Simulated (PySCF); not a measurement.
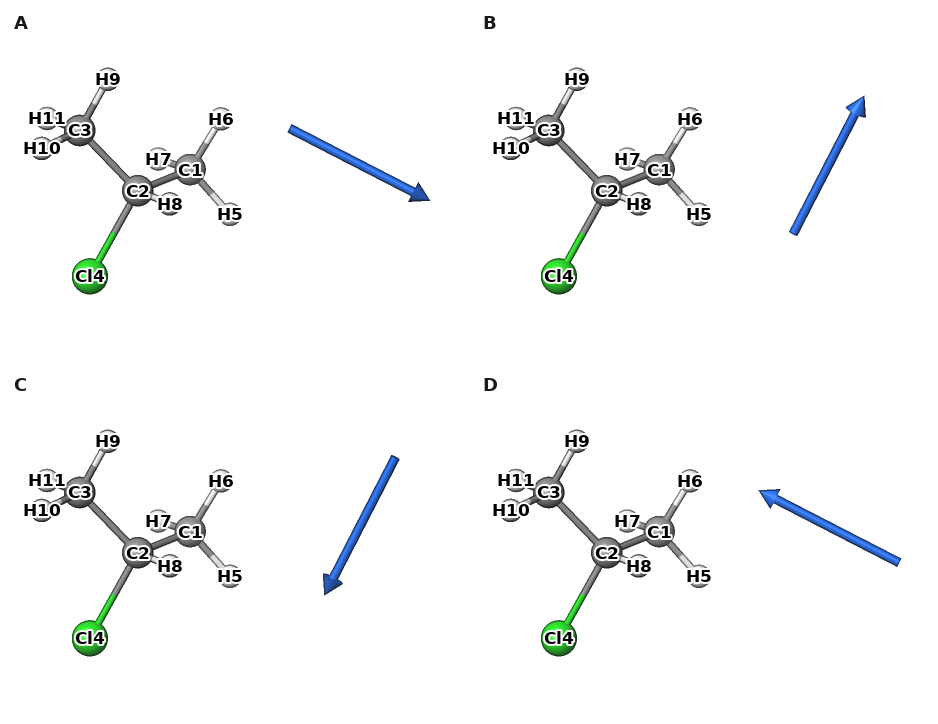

The same molecule four times, each with an arrow. The geometry was computed by an optimisation with GFN2-xTB. No frequency run is at hand to confirm it as a minimum. Properties computed with CAM-B3LYP/def2-SVPD, gas phase (PySCF 2.14.0).

Which arrow points along the dipole moment, from the negative to the positive end?

Answer. B. The dipole moment is 2.26 D; it points from the side of Cl4 to the side of H6, H9 (the outermost atoms at the two ends).
